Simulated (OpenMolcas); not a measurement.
# quartet GeCNClF: levels of theory compared

Wanted: a comparison of 6 runs (UHF/STO-3G, UHF/cc-pVDZ, UB3LYP/cc-pVDZ, UBLYP/cc-pVDZ, USVWN5/cc-pVDZ, ROCCSD(T)/cc-pVDZ) of quartet GeCNClF. 

The results are computed with OpenMolcas 26.06.

**1. The structure to begin with**

The species is GeCNClF (5 atoms), meant as a quartet with charge 0. As SMILES of the parent species, `N#[C][Ge]([F])[Cl]`. Geometry: relaxed at PBE0-D4/def2-TZVP. That shape belongs to the parent species and isn't relaxed for this state.

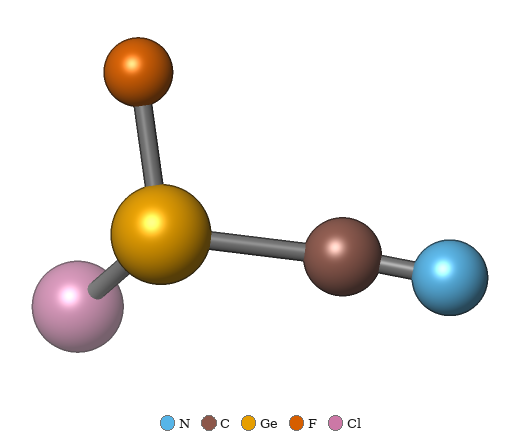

The structure, seen from a chosen angle (nitrogen blue, carbon brown, germanium amber, fluorine orange, chlorine pink).

**2. A single-point energy at UHF/STO-3G (run 1)**

The input, struct.xyz:

```xyz
5

N      1.169800    -1.332900     1.557000
C      0.647700    -0.755000     0.707300
Ge    -0.063200     0.127200    -0.853400
F     -1.722100    -0.343000    -0.913400
Cl     0.017500     2.230100    -0.539000
```

The input, job.input:

```
* CClFGeN Hartree-Fock
>>> EXPORT MOLCAS_PRINT=2

&gateway
  baslib
  $CurrDir
  coord
  struct.xyz
  basis
  STO-3G
  group
  NoSym

&seward

&scf
  uhf
  spin
  4
  thresholds
  1e-10 1e-07 1e-07 1e-05
  prorbitals
  1 2
```

The basis set STO-3G is read from a file made from the Basis Set Exchange's data (not shown).

The run is started by

```bash
$ export MOLCAS_MEM=1860
$ pymolcas job.input > job.log
```

The log of the run:

```text
--- Start Module: gateway ---
[...]
--- Stop Module: gateway /rc=_RC_ALL_IS_WELL_ ---
--- Start Module: seward ---
[...]
      Basis functions           42
--- Stop Module: seward /rc=_RC_ALL_IS_WELL_ ---
[...]
--- Start Module: scf ---
[...]
       Convergence after  39 Iterations
[...]
::    Total SCF energy                              -2695.3271394075
[...]
      Total spin, S                                     1.5053994293
[...]
      Total electronic charge=   71.000000
      Total            charge=   -0.000000
[...]
      Dipole Moment (debye):
      Origin of the operator (angstrom)=   -0.0820    0.3453   -0.4483
                   X=  2.2407E-03               Y= -1.2769E+00               Z= -2.6805E+00           Total=  2.9691E+00
      Quadrupole Moment (debye*angstrom):
[...]
--- Stop Module: scf /rc=_RC_ALL_IS_WELL_ ---
[...]
```

It took 4.8 s on 1 thread of AMD EPYC 7R43 (Zen 3), shared host; peak memory 0.37 GiB.

**3. A single-point energy at UHF/cc-pVDZ (run 2)**

The input, mol.xyz:

```xyz
5

N      1.169800    -1.332900     1.557000
C      0.647700    -0.755000     0.707300
Ge    -0.063200     0.127200    -0.853400
F     -1.722100    -0.343000    -0.913400
Cl     0.017500     2.230100    -0.539000
```

The input, test.inp:

```
>>> EXPORT MOLCAS_PRINT=2

&gateway
 baslib=$CurrDir
 coord=mol.xyz
 basis=cc-pVDZ
 group=NoSym

&seward

&scf
 uhf
 spin=4
 thresholds=1e-10 1e-07 1e-07 1e-05
 prorbitals=1
```

The basis set cc-pVDZ is read from a file made from the Basis Set Exchange's data (not shown).

The run is started by

```bash
$ export MOLCAS_MEM=1860
$ pymolcas test.inp > test.log
```

The log of the run:

```text
--- Start Module: gateway ---
[...]
--- Stop Module: gateway /rc=_RC_ALL_IS_WELL_ ---
--- Start Module: seward ---
[...]
      Basis functions           87
--- Stop Module: seward /rc=_RC_ALL_IS_WELL_ ---
[...]
--- Start Module: scf ---
[...]
       Convergence after  46 Iterations
[...]
::    Total SCF energy                              -2726.4641510909
[...]
      Total spin, S                                     1.5056408104
[...]
      Total electronic charge=   71.000000
      Total            charge=   -0.000000
[...]
      Dipole Moment (debye):
      Origin of the operator (angstrom)=   -0.0820    0.3453   -0.4483
                   X=  1.3099E+00               Y= -2.8201E-02               Z= -1.8142E+00           Total=  2.2379E+00
      Quadrupole Moment (debye*angstrom):
[...]
--- Stop Module: scf /rc=_RC_ALL_IS_WELL_ ---
[...]
```

It took 27 s on 1 thread of AMD EPYC 7R43 (Zen 3), shared host; peak memory 0.48 GiB.

Runs 3 to 5 aren't shown in full; the table further down has their settings and results.

**4. The energy at ROCCSD(T)/cc-pVDZ (run 6)**

The input, calc.input:

```
&gateway
 baslib=$CurrDir
 coord
 5
 bohr
 N      2.21060162    -2.51881595     2.94230358
 C      1.22397561    -1.42674322     1.33660329
 Ge    -0.11943069     0.24037316    -1.61269227
 F     -3.25429736    -0.64817606    -1.72607584
 Cl     0.03307021     4.21427823    -1.01856238
 basis=cc-pVDZ
 group=NoSym

&seward

&scf
 uhf
 spin=4
 thresholds=1e-10 1e-07 1e-07 1e-05
 prorbitals=1 2

&rasscf
 fileorb=$Project.UnaOrb
 spin=4
 nactel=3 0 0
 inactive=34
 ras2=3
 outorbitals=Canonical
 orblisting=NoCore

&motra
 jobiph
 frozen=17

&ccsdt
 cct
 triples=3
 iterations=80
 accuracy=1e-08
 extrapolation=5 4
```

The basis set cc-pVDZ is read from a file made from the Basis Set Exchange's data (not shown).

The run is started by

```bash
$ export MOLCAS_MEM=1860
$ pymolcas calc.input > calc.log
```

The log of the run:

```text
--- Start Module: gateway ---
[...]
--- Stop Module: gateway /rc=_RC_ALL_IS_WELL_ ---
[...]
      Basis functions           87
[...]
       Convergence after  46 Iterations
[...]
::    Total SCF energy                              -2726.4641510914
[...]
      Total spin, S                                     1.5056408105
[...]
      Number of active orbitals                  3
[...]
      Spin quantum number                      1.5
[...]
      Active orbitals                            3
[...]
      Number of CSFs                             1
[...]
      Number of root(s) required                 1
[...]
      Convergence after 20 iterations
[...]
      printout of CI-coefficients larger than  0.05 for root  1
      energy=   -2726.455141
      conf/sym  111     Coeff  Weight
             1  uuu   1.00000 1.00000
      Natural orbitals and occupation numbers for root  1
      sym 1:   1.000000   1.000000   1.000000
      ************************************************************************************************************************
      *                                                    Final results                                                     *
[...]
::    RASSCF root number  1 Total energy:  -2726.45514114
[...]
      Total electronic charge=   71.000000
      Total            charge=   -0.000000
[...]
      Dipole Moment (debye):
      Origin of the operator (angstrom)=   -0.0820    0.3453   -0.4483
                   X=  1.3394E+00               Y= -7.2011E-02               Z= -1.7763E+00           Total=  2.2258E+00
      Quadrupole Moment (debye*angstrom):
[...]
--- Start Module: motra ---
[...]
      *** WARNING: Default frozen orbitals is overwritten by user input.
      *** Default values:  22
[...]
--- Stop Module: motra /rc=_RC_ALL_IS_WELL_ ---
[...]
--- Start Module: ccsdt ---
[...]
      Convergence after                    35  Iterations
      Total energy (diff) :   -2727.11927077       0.00000001
[...]
 METHOD                       : CCSD+T(CCSD)+<T3(1)WT1>+<T3(1)UT2> = CCSD(T)
[...]
       CCSD     =     -2727.1192707699120
[...]
--- Stop Module: ccsdt /rc=_RC_ALL_IS_WELL_ ---
[...]
```

Run time: 2.7 min. Hardware: 1 thread of AMD EPYC 7R43 (Zen 3), shared host; peak memory 0.47 GiB.

**5. Overview of the runs**

| run | level | integration grid | frozen core orbitals | energy (Eh) | dipole moment (D) | HOMO energy (eV) | ⟨S²⟩ | wall time |
| --- | --- | --- | --- | --- | --- | --- | --- | --- |
| 1 | UHF/STO-3G | – | – | -2695.327139 | 2.97 | -5.48 | 3.772 | 4.8 s |
| 2 | UHF/cc-pVDZ | – | – | -2726.464151 | 2.24 | -8.10 | 3.773 | 27 s |
| 3 | UB3LYP/cc-pVDZ | UltraFine | – | -2729.736682 | 1.57 | -4.30 | 3.756 | 100 s |
| 4 | UBLYP/cc-pVDZ | UltraFine | – | -2729.709884 | 2.02 | -2.75 | 3.754 | 1.8 min |
| 5 | USVWN5/cc-pVDZ | UltraFine | – | -2723.627694 | 2.35 | -2.90 | 3.752 | 59 s |
| 6 | ROCCSD(T)/cc-pVDZ | – | 17 | -2727.139190 | – | – | – | 2.7 min |

**6. What came out**

```
             quantity           value
  run 6: total energy  -2727.13919 Eh
run 6: (T) correction      -19.92 mEh
```

In words: Over runs 1, 2, 3, 4, 5 the dipole moment (its size) runs from 1.57 D (UB3LYP/cc-pVDZ) to 2.97 D (UHF/STO-3G). The two ends differ in method and basis. Totals of different functionals can't be ranked against each other. In run 1 the basis is minimal, so the values are rough. All runs together took 7.7 min, the longest 2.7 min.
